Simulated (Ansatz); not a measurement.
The figure comes from a scan of BAs (zinc blende): the cell is scaled evenly about its relaxed volume V₀. Method: PBE (plane waves to 420 eV, PAW, scalar-relativistic; Ansatz, a first-principles code). k mesh 12×12×12 (Γ-centred), Fermi-Dirac smearing 0.05 eV. The energy includes the smearing's −TS. BAs was relaxed with its symmetry unable to fall. The PAW data are Ansatz's earlier set. ΔE is measured from the relaxed starting cell.

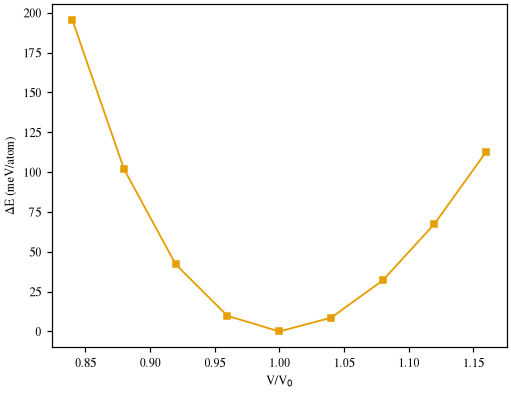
Figure: ΔE (meV/atom) against V/V₀; computed points joined by lines.

**Question.** List the plotted points as numbers.

**Answer.** To the nearest 5:

| V/V₀ | ΔE (meV/atom) |
|---|---|
| 0.840 | 195 |
| 0.880 | 100 |
| 0.920 | 40 |
| 0.960 | 10 |
| 1.000 | 0 |
| 1.040 | 10 |
| 1.080 | 30 |
| 1.120 | 65 |
| 1.160 | 115 |

(Under strain, the slope of the energy per volume gives the stress and its curvature an elastic modulus.)
